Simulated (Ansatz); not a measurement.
**AsGeH₅···NH₃: density, localisation and related maps**

```xyz
11

Ge   -1.4832   -0.0550    0.0838
N     1.6519   -0.4756    0.9004
H    -1.2372    1.0068    1.1665
H    -1.2710   -1.4520    0.6909
H    -2.9582    0.0381   -0.3615
H     2.5116   -0.0539    0.5708
As   -0.0231    0.2226   -1.8287
H     1.5582   -0.2399    1.8809
H     1.7702   -1.4798    0.8429
H    -1.0746    0.9662   -2.6493
H     0.5555    1.5224   -1.2967
```

The product side of a reaction path; geometry: PBE0-D4/def2-TZVP.

These are results of Ansatz 0.2.0, RKS PBE0-D4/def2-TZVPP, not measurements.

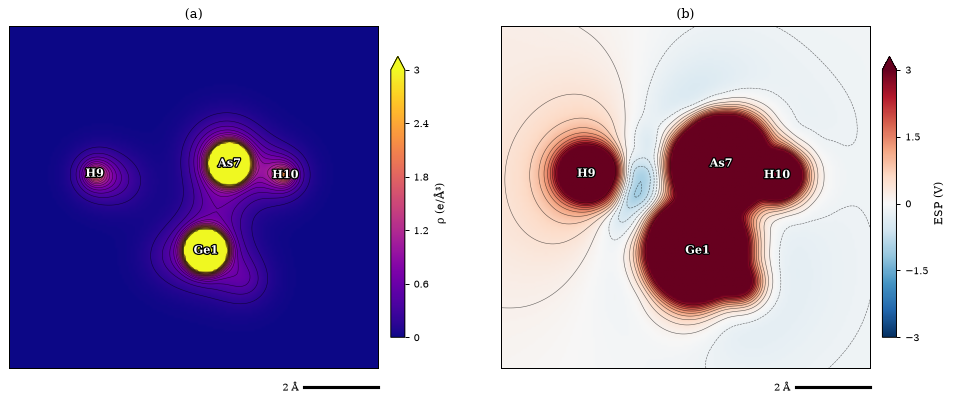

Figure 1. (a) total electron density; (b) molecular electrostatic potential on the plane of atoms Ge1, As7 and H10.

Q: Describe what can be read from this map.

A:
- The section cuts through Ge, As and H sites.
- Ge–As (2.42 Å): ρ at the midpoint is about 0.6 e/Å³.
- As–H (1.53 Å): the density is about 1.1 e/Å³ at the midpoint.
- Outside the dense part of the complex the potential is most negative (−1.0 V) near N2, which lies off the plane.

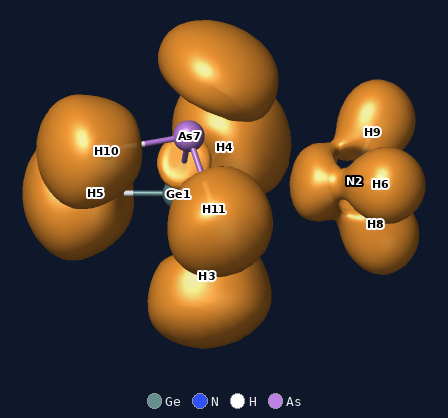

Figure 2. Isosurface of the ELF at 0.8 (orange), seen from one side. Core shells and regions of very low density are left out.

Q: What do the ELF domains correspond to?

A: The surface consists of one region between bonded As–Ge atoms (shared pairs), five regions around hydrogen nuclei, one lobe on As, pointing away from the bonds (lone pairs) and one joined region spread over several atoms (H, N), in which their bonds and any lone pairs are merged. Profiles from the grid: Ge1···N2 (3.27 Å): the ELF dips to about 0.05 between them. Ge–As (2.42 Å): the ELF peaks at about 0.85 between the atoms; localised, covalent bonding.

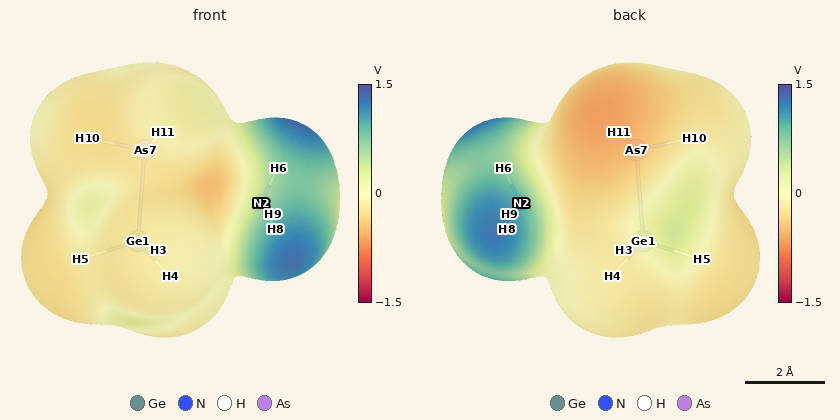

Figure 3. The molecular electrostatic potential painted on the density surface at 0.001 e/bohr³, seen from the front and from behind; the colour scale runs from red (negative) to blue (positive).

Q: Where is the surface potential most negative and most positive?

A: The most negative region (about −0.7 V) lies over As7, the most positive (about +1.3 V) over H6, H8 and H9.
